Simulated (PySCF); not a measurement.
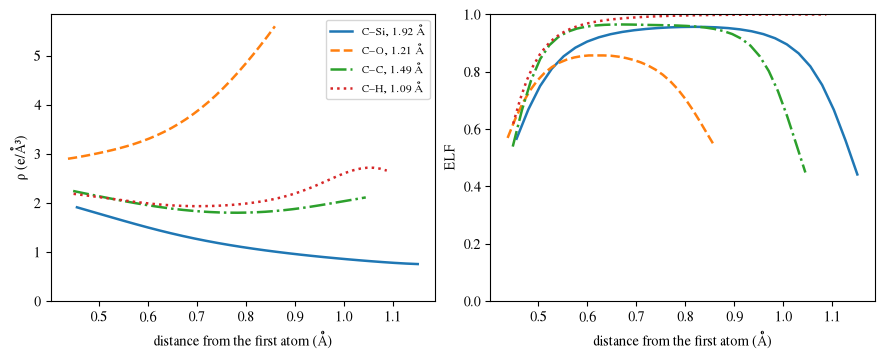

Figure. C4H8O3Si. Total electron density and electron localisation function along straight lines between neighbouring atoms. The curves leave out the atomic cores.

Geometry: GFN2-xTB.

Computed with PBE0/pcSseg-1, SCF density, gas phase, non-relativistic (PySCF).

Input

```
{"job": {"kind": "nmr", "xc": "PBE0", "basis": "pcSseg-1"}, "charge": 0, "multiplicity": 1}
C      2.507847    -0.471262     0.550435
O      1.104398    -0.467675     0.342606
C      0.686434    -0.432302    -0.930869
O      1.427783    -0.344572    -1.878417
C     -0.802933    -0.383810    -1.016643
O     -1.480354    -1.071416     0.033524
C     -1.972571    -0.007568     0.863127
Si    -1.465062     1.335271    -0.409085
H      2.992363     0.226238    -0.136360
H      2.667172    -0.173486     1.584353
H      2.911141    -1.471662     0.381157
H     -1.119871    -0.749386    -1.995353
H     -3.035412    -0.162947     1.065134
H     -1.439154     0.002249     1.818518
H     -2.533546     1.876884    -1.243647
H     -0.455835     2.304387     0.001602
```

Command:

```sh
OMP_NUM_THREADS=1 python probes_run.py task.json out
```

### What kind of bonding do the profiles show?

C–Si (1.92 Å): ρ at the midpoint is about 0.9 e/Å³; the ELF peaks at about 0.95 between the atoms: a covalent bond.
C–O (1.21 Å): ρ is about 3.3 e/Å³ halfway; the ELF peaks at about 0.85 between the atoms; a short, multiple covalent bond.
C–C (1.49 Å): the density is about 1.8 e/Å³ at the midpoint; the ELF peaks at about 0.95 between the atoms (a covalent bond).
C–H (1.09 Å): the density is about 2.1 e/Å³ at the midpoint; the ELF climbs to about 1 towards the hydrogen, as it does in any bond to H: an ordinary covalent bond to hydrogen.
